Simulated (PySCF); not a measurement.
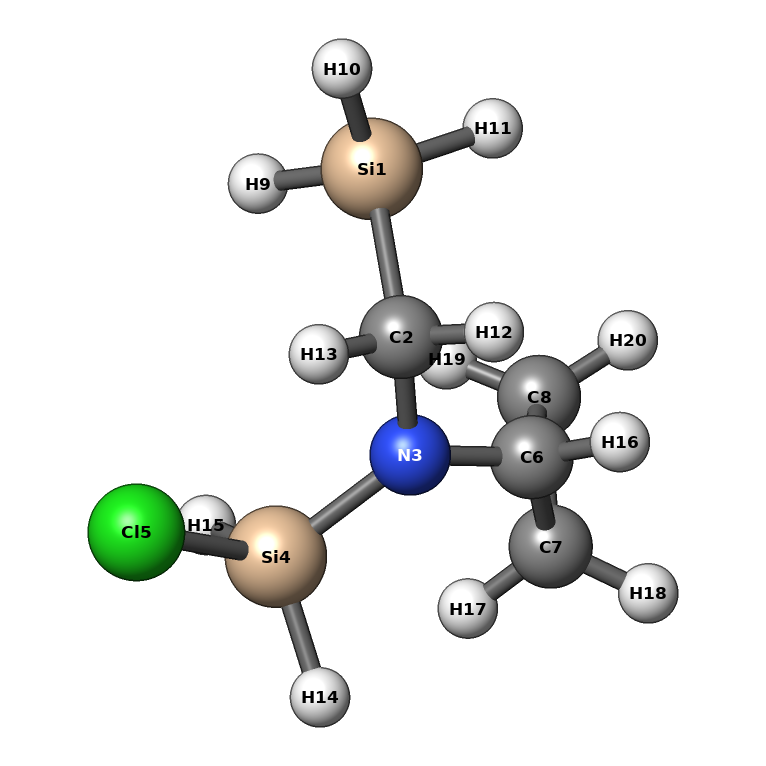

Every bond is drawn as one stick. Computed geometry: GFN2-xTB optimisation. No frequency run is at hand to confirm it as a minimum. Computed with PBE0/pcSseg-1 (PySCF 2.14.0).

List the Mayer bond orders of Si1–C2, C2–N3, N3–Si4, N3–C6, Si4–Cl5, C6–C7, C6–C8, C7–C8 (bonds between heavy atoms, one of each equivalent set).

```csv
bond,Mayer order,length (Å)
Si1–C2,0.91,1.912
C2–N3,0.93,1.457
N3–Si4,0.98,1.712
N3–C6,0.94,1.424
Si4–Cl5,0.95,2.015
C6–C7,1.00,1.494
C6–C8,0.94,1.505
C7–C8,0.95,1.500
```

The geometry is semi-empirical. Around Si such bond lengths and angles can be off by a tenth of an ångström or more and by several degrees, and values that hang on the shape move with them.
